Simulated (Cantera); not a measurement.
Input: 1 mol C2H4, 0.018 mol O2, 1.9 mol H2, at 2200 °C.

Equilibrium computed with Cantera from the NASA thermochemical tables; the gas is ideal and each condensed phase is pure. Candidate condensed phases: C, C6H6, C7H8, C8H18, H2O; 110 gas species. The ideal-gas law is rough above about 30 bar. The numbers say what is thermodynamically allowed, not how fast it happens.

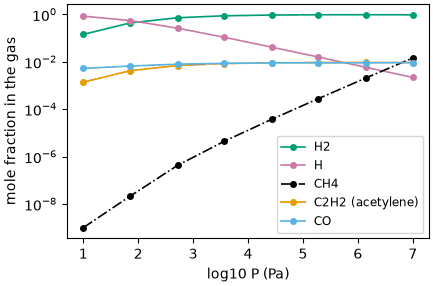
Equilibrium gas composition (values under 1e-9 drawn at 1e-9)

Q: Read off the mole fractions at 14.0 bar.

A: H2 about 0.97, C2H2 (acetylene) about 0.0094, CO about 0.0091, H about 0.0059, CH4 about 0.0021.
